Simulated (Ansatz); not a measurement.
# H4O4Si: molecular dynamics

The plan is to follow the molecule's vibrations and see whether its bonds hold. The start is relaxed first. Runs: 300 steps of 0.25 fs under a Langevin thermostat at 300 K. SMILES of the start: O[Si](O)(O)O.

Method: RKS PBE0-D4/6-31G*, in Ansatz 0.2.0.

### Step 1. The system as given

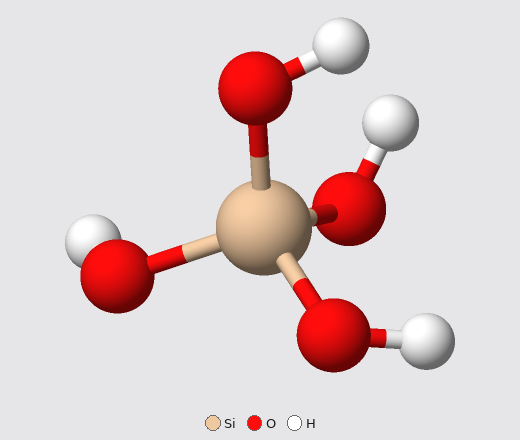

The starting structure, seen from a chosen angle (silicon light orange, oxygen red, hydrogen white).

As a file:

```xyz
9

Si    0.0000    0.0000    0.0000
O     0.0000    0.0000    1.6800
H    -0.9095   -0.2814    2.0171
O     1.5842    0.0000   -0.5594
H     1.9006   -0.9521   -0.6761
O    -0.7913    1.3709   -0.5594
H    -1.7491    1.1401   -0.7818
O    -0.7913   -1.3709   -0.5594
H    -1.2459   -1.8365    0.2129
```

### Step 2. Relaxing the start

Input file input.yaml:

```yaml
crystal:
  periodic: [false, false, false]
  atoms:
    - { symbol: Si, position_ang: [0.0, 0.0, 0.0] }
    - { symbol: O, position_ang: [0.0, 0.0, 1.68] }
    - { symbol: H, position_ang: [-0.9095, -0.2814, 2.0171] }
    - { symbol: O, position_ang: [1.5842, 0.0, -0.5594] }
    - { symbol: H, position_ang: [1.9006, -0.9521, -0.6761] }
    - { symbol: O, position_ang: [-0.7913, 1.3709, -0.5594] }
    - { symbol: H, position_ang: [-1.7491, 1.1401, -0.7818] }
    - { symbol: O, position_ang: [-0.7913, -1.3709, -0.5594] }
    - { symbol: H, position_ang: [-1.2459, -1.8365, 0.2129] }
basis:
  gaussian: { orbitals: "6-31G*" }
hamiltonian:
  xc: pbe0
  dispersion: d4
relax:
  f_tol: 0.02
  max_steps: 40
```

Launch:

```
$ ansatz run input.yaml --threads 1 --pin off --max-ram 2048MiB --backend cpu --events-out ev --progress --plain --runs-dir out
```

What it wrote (excerpt; [...] marks lines left out):

```text
Warning: RAYON_NUM_THREADS=1 ignored (pool sized by the plan → 1); use --threads N
[...]
Functional definition: PBE0
[...]
856 factors; integrals over basis functions are off by at most 3.9e-4 eV
[...]
mean field -16122.45613822 eV, -592.4893348863 hartree, gradient 9.3e-6 eV, S^2 0.000000; 0 other end points of the search recorded, 0 dependent functions left out
[...]
reference -16122.45616309 eV, -592.4893358003 hartree; 25, 25 occupied and 62, 62 virtual orbitals, 856 factors
relax step   1: F+E_penalty+E_count = -16122.60173331 eV  Δ(F+E_penalty+E_count) = +0.000e0 eV  max|allowed force component| = 1.911e0 eV/Å  Δτ_max = 0.0000 Å  (26 SCF iters, accepted)
[...]
relax step   3: F+E_penalty+E_count = -16122.97469201 eV  Δ(F+E_penalty+E_count) = -1.054e-1 eV  max|allowed force component| = 3.617e-1 eV/Å  Δτ_max = 0.0847 Å  (27 SCF iters, accepted)
[...]
relax step   5: F+E_penalty+E_count = -16123.10029244 eV  Δ(F+E_penalty+E_count) = -4.386e-2 eV  max|allowed force component| = 3.892e-1 eV/Å  Δτ_max = 0.2000 Å  (28 SCF iters, accepted)
[...]
relax step   7: F+E_penalty+E_count = -16123.19620507 eV  Δ(F+E_penalty+E_count) = -4.306e-2 eV  max|allowed force component| = 3.839e-1 eV/Å  Δτ_max = 0.2000 Å  (28 SCF iters, accepted)
[...]
relax step   8: F+E_penalty+E_count = -16123.23278841 eV  Δ(F+E_penalty+E_count) = -3.658e-2 eV  max|allowed force component| = 1.393e-1 eV/Å  Δτ_max = 0.2000 Å  (28 SCF iters, accepted)
[...]
relax step   9: F+E_penalty+E_count = -16123.23706089 eV  Δ(F+E_penalty+E_count) = -4.272e-3 eV  max|allowed force component| = 1.201e-2 eV/Å  Δτ_max = 0.0941 Å  (27 SCF iters, accepted)
856 factors; integrals over basis functions are off by at most 3.3e-4 eV
mean field -16123.09061950 eV, -592.5126516434 hartree, gradient 1.3e-5 eV, S^2 0.000000; 1 other end points of the search recorded, 0 dependent functions left out
[...]
reference -16123.09064438 eV, -592.5126525574 hartree; 25, 25 occupied and 62, 62 virtual orbitals, 856 factors
Total energy: -16123.23708576 eV, -592.5180341790 hartree
Atom 0 at    -0.218257    -0.214086     0.086625 Å, force    -0.008100    -0.012010     0.005274 eV/Å
Atom 1 at    -0.270193    -0.389940     1.721065 Å, force     0.003880     0.002220     0.007883 eV/Å
Atom 2 at    -0.376124     0.439741     2.201424 Å, force     0.000647    -0.005217    -0.008919 eV/Å
Atom 3 at     1.246073     0.132781    -0.576473 Å, force     0.003708     0.003506    -0.002866 eV/Å
Atom 4 at     1.787681    -0.645217    -0.754871 Å, force    -0.006101     0.006636     0.001840 eV/Å
Atom 5 at    -1.191834     1.066559    -0.255810 Å, force     0.001867     0.005244    -0.004826 eV/Å
Atom 6 at    -1.005235     1.489128    -1.102314 Å, force     0.007320    -0.004760    -0.000474 eV/Å
Atom 7 at    -0.660173    -1.670138    -0.538866 Å, force    -0.010280     0.010562     0.005404 eV/Å
Atom 8 at    -1.314238    -2.138728    -0.006881 Å, force     0.007059    -0.006179    -0.003316 eV/Å
Dipole moment:    -0.010017     0.004357    -0.006221 e Å
```

Wall time 36 s (1 thread of Arm Neoverse V2, shared host); peak memory 0.17 GiB.

Step by step:

```csv
step,energy from step 1 (eV),largest force component (eV/Å)
1,0.0000,1.9108
2,-0.2675,0.9595
3,-0.3730,0.3617
4,-0.4547,0.4095
5,-0.4986,0.3892
6,-0.5514,0.1432
7,-0.5945,0.3839
8,-0.6311,0.1393
9,-0.6353,0.0120
```

Step 1 is the start.

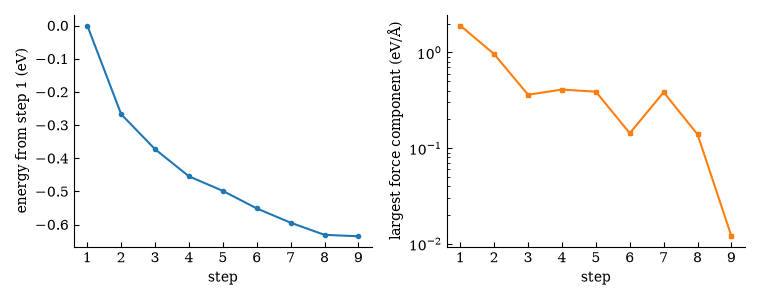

Energy and largest force along the relaxation.

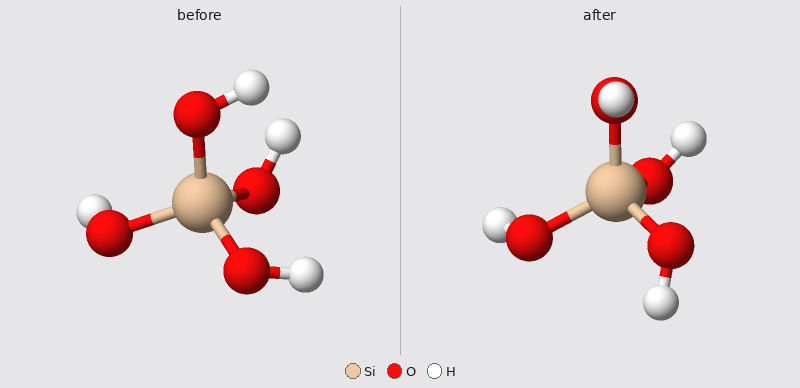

Before and after, at one scale.

After: Bond lengths: Si1–O2 1.645 Å, O2–H3 0.965 Å, Si1–O4 1.644 Å, O4–H5 0.965 Å, Si1–O6 1.645 Å, O6–H7 0.964 Å, Si1–O8 1.645 Å, O8–H9 0.965 Å. Angles: Si1–O2–H3 114.0°, O2–Si1–O4 116.8°, O2–Si1–O6 105.8°, O2–Si1–O8 105.9°, O4–Si1–O6 106.2°, O4–Si1–O8 105.8°, O6–Si1–O8 116.8°, Si1–O4–H5 113.9°, Si1–O6–H7 114.2°, Si1–O8–H9 113.7°.

### Step 3. The run

300 steps of 0.25 fs under a Langevin thermostat at 300 K, from the relaxed start.

Input file input.yaml:

```yaml
crystal:
  periodic: [false, false, false]
  atoms:
    - { symbol: Si, position_ang: [-0.218257, -0.214086, 0.086625] }
    - { symbol: O, position_ang: [-0.270193, -0.38994, 1.721065] }
    - { symbol: H, position_ang: [-0.376124, 0.439741, 2.201424] }
    - { symbol: O, position_ang: [1.246073, 0.132781, -0.576473] }
    - { symbol: H, position_ang: [1.787681, -0.645217, -0.754871] }
    - { symbol: O, position_ang: [-1.191834, 1.066559, -0.25581] }
    - { symbol: H, position_ang: [-1.005235, 1.489128, -1.102314] }
    - { symbol: O, position_ang: [-0.660173, -1.670138, -0.538866] }
    - { symbol: H, position_ang: [-1.314238, -2.138728, -0.006881] }
basis:
  gaussian: { orbitals: "6-31G*" }
hamiltonian:
  xc: pbe0
  dispersion: d4
md:
  timestep: 0.25
  n_steps: 300
  ensemble: nvt_langevin
  temperature: 300.0
  initial_velocities: maxwell_boltzmann
  seed: 769178
  friction: 0.02
```

Launch:

```
$ ansatz run input.yaml --threads 1 --pin off --max-ram 2048MiB --backend cpu --events-out ev --progress --plain --runs-dir out
```

What it wrote (excerpt; [...] marks lines left out):

```text
Warning: RAYON_NUM_THREADS=1 ignored (pool sized by the plan → 1); use --threads N
[...]
Functional definition: PBE0
[...]
854 factors; integrals over basis functions are off by at most 3.3e-4 eV
[...]
mean field -16123.09063260 eV, -592.5126521247 hartree, gradient 7.4e-5 eV, S^2 0.000000; 0 other end points of the search recorded, 0 dependent functions left out
[...]
reference -16123.09065746 eV, -592.5126530383 hartree; 25, 25 occupied and 62, 62 virtual orbitals, 854 factors
md step     0: t =     0.00 fs  T =   266.7 K  F+E_penalty+E_count = -16123.23707398 eV  E_kin = 0.310224 eV  (22 SCF iters)
[...]
md step    22: t =     5.50 fs  T =   163.7 K  F+E_penalty+E_count = -16123.17853055 eV  E_kin = 0.190487 eV  (23 SCF iters)
[...]
md step    44: t =    11.00 fs  T =   138.4 K  F+E_penalty+E_count = -16123.12862451 eV  E_kin = 0.161052 eV  (23 SCF iters)
[...]
md step    66: t =    16.50 fs  T =   133.3 K  F+E_penalty+E_count = -16123.10426004 eV  E_kin = 0.155034 eV  (22 SCF iters)
[...]
md step    87: t =    21.75 fs  T =   122.2 K  F+E_penalty+E_count = -16123.05740096 eV  E_kin = 0.142107 eV  (23 SCF iters)
md step    88: t =    22.00 fs  T =   126.8 K  F+E_penalty+E_count = -16123.05849847 eV  E_kin = 0.147482 eV  (22 SCF iters)
```

### Step 4. The output, continued: dynamics from the start

The log, continued (excerpt; [...] marks lines left out):

```text
md step    89: t =    22.25 fs  T =   141.0 K  F+E_penalty+E_count = -16123.06166554 eV  E_kin = 0.164030 eV  (23 SCF iters)
[...]
md step   118: t =    29.50 fs  T =   175.0 K  F+E_penalty+E_count = -16123.04367621 eV  E_kin = 0.203619 eV  (23 SCF iters)
[...]
md step   147: t =    36.75 fs  T =   222.2 K  F+E_penalty+E_count = -16123.05621637 eV  E_kin = 0.258482 eV  (24 SCF iters)
[...]
md step   176: t =    44.00 fs  T =   168.6 K  F+E_penalty+E_count = -16122.98572009 eV  E_kin = 0.196109 eV  (23 SCF iters)
[...]
md step   205: t =    51.25 fs  T =   207.5 K  F+E_penalty+E_count = -16122.98803292 eV  E_kin = 0.241373 eV  (23 SCF iters)
md step   206: t =    51.50 fs  T =   199.2 K  F+E_penalty+E_count = -16122.97642057 eV  E_kin = 0.231711 eV  (23 SCF iters)
```

### Step 5. The log goes on: dynamics from the start

Output, continued (excerpt; [...] marks lines left out):

```text
md step   207: t =    51.75 fs  T =   192.7 K  F+E_penalty+E_count = -16122.97085785 eV  E_kin = 0.224206 eV  (22 SCF iters)
[...]
md step   230: t =    57.50 fs  T =   256.5 K  F+E_penalty+E_count = -16123.00607065 eV  E_kin = 0.298451 eV  (23 SCF iters)
[...]
md step   253: t =    63.25 fs  T =   275.2 K  F+E_penalty+E_count = -16123.03901350 eV  E_kin = 0.320204 eV  (28 SCF iters)
[...]
md step   276: t =    69.00 fs  T =   205.5 K  F+E_penalty+E_count = -16122.92438460 eV  E_kin = 0.239031 eV  (23 SCF iters)
[...]
md step   299: t =    74.75 fs  T =   292.5 K  F+E_penalty+E_count = -16123.01803230 eV  E_kin = 0.340257 eV  (26 SCF iters)
[...]
md step   300: t =    75.00 fs  T =   305.7 K  F+E_penalty+E_count = -16123.04276789 eV  E_kin = 0.355671 eV  (26 SCF iters)
Total energy: -16123.04279254 eV, -592.5108940349 hartree
Atom 0 at    -0.274791    -0.184800    -0.052310 Å, force    -0.828132    -0.640242    -0.157972 eV/Å
Atom 1 at    -0.298162    -0.399841     1.560375 Å, force    -0.469421     0.624877     1.566609 eV/Å
Atom 2 at    -0.833914     0.206634     2.136689 Å, force     0.864385    -0.729606    -1.124111 eV/Å
Atom 3 at     1.199735     0.162106    -0.702784 Å, force    -0.280563    -0.420464    -0.362825 eV/Å
Atom 4 at     1.492183    -0.518117    -1.338239 Å, force    -0.093525     0.320666     0.403749 eV/Å
Atom 5 at    -1.368620     1.028438    -0.282212 Å, force     0.130763    -0.562804     0.896096 eV/Å
Atom 6 at    -1.294853     1.534749    -1.070928 Å, force     0.108188     0.689628    -1.118108 eV/Å
Atom 7 at    -0.785849    -1.647697    -0.687889 Å, force     1.405920     1.384040    -1.012354 eV/Å
Atom 8 at    -1.367588    -2.108816    -0.112912 Å, force    -0.837616    -0.666096     0.908916 eV/Å
Dipole moment:    -0.198859     0.057944    -0.121726 e Å
```

It took 18 min on 1 thread of Arm Neoverse V2, shared host; peak memory 0.17 GiB.

### Step 6. The trajectory

One step in 12; energies are changes from step 0:

```csv
time (fs),T (K),potential energy change (meV/atom)
0.0,267,0.0
3.0,227,5.1
6.0,165,7.7
9.0,155,10.8
12.0,146,13.1
15.0,144,12.4
18.0,137,14.7
21.0,119,19.4
24.0,129,18.5
27.0,154,19.2
30.0,179,21.6
33.0,227,20.8
36.0,229,19.7
39.0,152,26.6
42.0,146,27.0
45.0,209,22.4
48.0,197,28.6
51.0,225,26.0
54.0,253,20.2
57.0,199,29.8
60.0,212,28.2
63.0,269,22.0
66.0,227,28.0
69.0,205,34.7
72.0,316,21.2
75.0,306,21.6
```

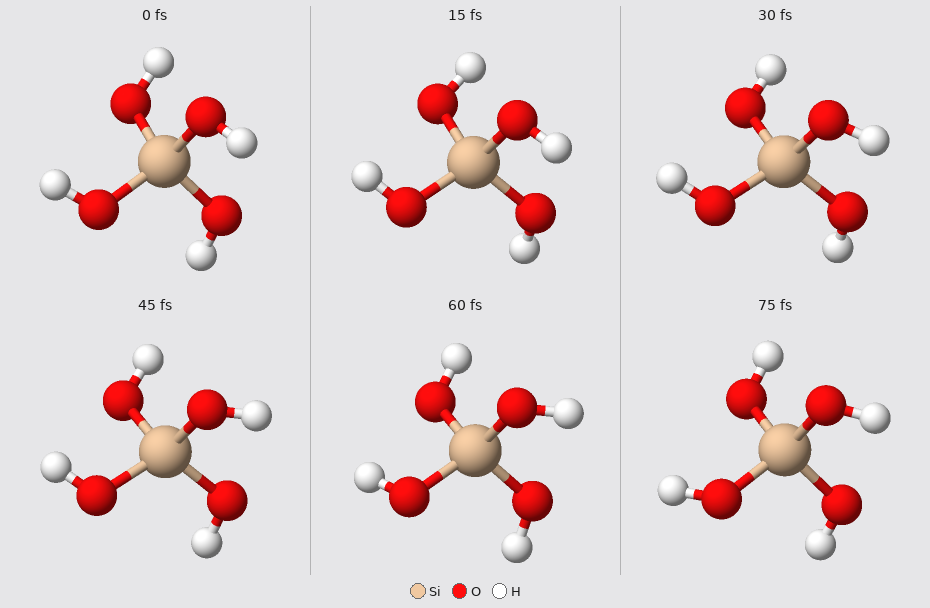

The system at six times, viewed from a chosen angle. Sticks join atoms within a bonding distance in each frame.

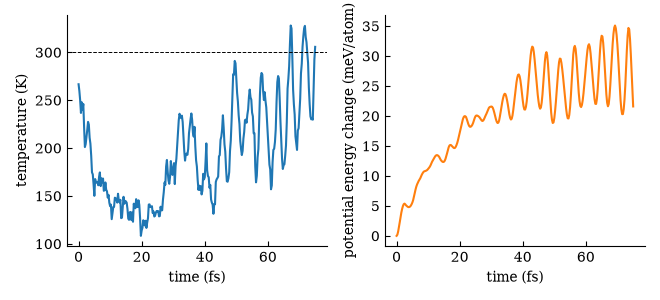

Traces against time; each panel has its own scale. The dashed line is the set temperature.

### Step 7. Frames from the trajectory

Positions (Å) and forces (eV/Å):

```xyz
9
time_fs=9.5 T=151 dE=0.0982
Si   -0.226   -0.230    0.104   -0.179    0.744   -1.432
O    -0.280   -0.355    1.714   -0.040    0.002    0.745
H    -0.403    0.536    2.063   -0.049    0.016    0.386
O     1.229    0.080   -0.593    0.230    0.128    0.104
H     1.719   -0.733   -0.777   -0.017    0.109   -0.026
O    -1.200    1.091   -0.231    0.508   -0.473   -0.536
H    -1.061    1.433   -1.138   -0.078   -0.220    0.671
O    -0.599   -1.664   -0.593   -1.056   -0.782    0.375
H    -1.357   -2.161   -0.215    0.679    0.476   -0.288
9
time_fs=18.8 T=138 dE=0.1337
Si   -0.234   -0.213    0.086   -0.299   -0.835    0.346
O    -0.281   -0.314    1.728   -0.006    0.078   -0.081
H    -0.432    0.577    2.082   -0.001   -0.281    0.100
O     1.210    0.056   -0.592    0.859    0.519   -0.247
H     1.598   -0.766   -0.907    0.166   -0.091   -0.088
O    -1.194    1.083   -0.192   -0.301   -0.012   -0.209
H    -1.141    1.380   -1.104   -0.035    0.259   -0.237
O    -0.571   -1.674   -0.632   -1.051   -0.073    0.508
H    -1.388   -2.149   -0.372    0.668    0.435   -0.091
9
time_fs=28.0 T=188 dE=0.1784
Si   -0.245   -0.202    0.081    0.369   -0.760    0.689
O    -0.283   -0.285    1.737    0.112    0.183   -0.073
H    -0.406    0.586    2.172    0.045   -0.739   -0.502
O     1.224    0.059   -0.599   -0.125    0.940    0.401
H     1.469   -0.728   -1.070    0.462   -0.715   -0.485
O    -1.234    1.061   -0.150   -0.674    0.591   -0.501
H    -1.289    1.445   -1.032    0.080   -0.010   -0.035
O    -0.581   -1.659   -0.654   -0.411    0.296    0.416
H    -1.366   -2.165   -0.407    0.141    0.214    0.091
9
time_fs=37.5 T=181 dE=0.2106
Si   -0.242   -0.209    0.080   -0.261    0.943    0.169
O    -0.272   -0.269    1.733    0.082    0.556    0.134
H    -0.441    0.626    2.130    0.132   -1.216   -0.634
O     1.243    0.085   -0.589   -0.704    0.977    0.888
H     1.432   -0.580   -1.233    0.397   -0.806   -0.759
O    -1.325    1.064   -0.122    0.619   -0.845    0.104
H    -1.311    1.498   -0.973    0.027    0.185   -0.458
O    -0.625   -1.631   -0.684    0.350    0.700    0.302
H    -1.327   -2.116   -0.264   -0.643   -0.494    0.254
9
time_fs=47.0 T=165 dE=0.2618
Si   -0.246   -0.195    0.053   -0.618    0.968    0.317
O    -0.272   -0.274    1.700   -0.079    0.560    0.148
H    -0.608    0.591    2.042    0.315   -1.016   -0.313
O     1.230    0.106   -0.590   -0.351    1.273    1.022
H     1.456   -0.446   -1.316    0.359   -0.904   -1.023
O    -1.364    1.055   -0.120    0.760   -0.898    0.328
H    -1.360    1.508   -0.954   -0.018    0.375   -0.720
O    -0.673   -1.599   -0.684    1.402    1.242   -1.066
H    -1.251   -2.086   -0.157   -1.771   -1.600    1.307
9
time_fs=56.2 T=164 dE=0.2823
Si   -0.267   -0.185    0.018    0.743    0.677    0.111
O    -0.284   -0.296    1.649   -0.372    0.670    0.615
H    -0.815    0.476    1.964    0.604   -0.830   -0.088
O     1.225    0.123   -0.634   -0.843    1.000    1.138
H     1.471   -0.406   -1.374    0.239   -0.781   -0.838
O    -1.364    1.024   -0.166   -0.009   -0.300    0.835
H    -1.376    1.521   -0.961   -0.003    0.729   -1.245
O    -0.727   -1.568   -0.667    1.427    0.692   -2.166
H    -1.248   -2.124   -0.163   -1.786   -1.857    1.637
9
time_fs=65.5 T=192 dE=0.2896
Si   -0.273   -0.174   -0.030    0.539   -1.210    0.929
O    -0.295   -0.354    1.607   -0.378    0.683    0.385
H    -0.890    0.339    1.971    0.634   -0.622   -0.138
O     1.211    0.150   -0.664   -0.553    0.440    0.353
H     1.403   -0.460   -1.369    0.372   -0.480   -0.505
O    -1.345    1.006   -0.215   -0.797    0.138    1.286
H    -1.380    1.526   -0.979   -0.042    1.177   -1.800
O    -0.761   -1.599   -0.674    1.770    1.413   -2.149
H    -1.286   -2.155   -0.165   -1.545   -1.538    1.638
9
time_fs=75.0 T=306 dE=0.1943
Si   -0.275   -0.185   -0.052   -0.828   -0.640   -0.158
O    -0.298   -0.400    1.560   -0.469    0.625    1.567
H    -0.834    0.207    2.137    0.864   -0.730   -1.124
O     1.200    0.162   -0.703   -0.281   -0.420   -0.363
H     1.492   -0.518   -1.338   -0.093    0.321    0.404
O    -1.369    1.028   -0.282    0.131   -0.563    0.896
H    -1.295    1.535   -1.071    0.108    0.690   -1.118
O    -0.786   -1.648   -0.688    1.406    1.384   -1.012
H    -1.368   -2.109   -0.113   -0.838   -0.666    0.909
```

### Step 8. Summary of results

| quantity | value |
| --- | --- |
| relaxation of the start | 8 moves, 0.635 eV lower |
| length | 300 steps of 0.25 fs |
| temperature, first and last step | 267 and 306 K |
| temperature, second half | mean 222 K, from 131 to 328 K |
| potential energy, second half | +26 meV/atom from the start |
| bonds formed or broken | 0 |

**Reading.** Against a set 300 K the second half averages 222 K with a spread of 48 K; 26 meV/atom has gone into potential energy, and a thermostat that acts over some 50 fs has not made it up in 75 fs. The bonding pattern survives the run. A run of 75 fs with 9 atoms shows the motion but fixes no equilibrium value. The nuclei move classically, without zero-point motion, which matters most for hydrogen.
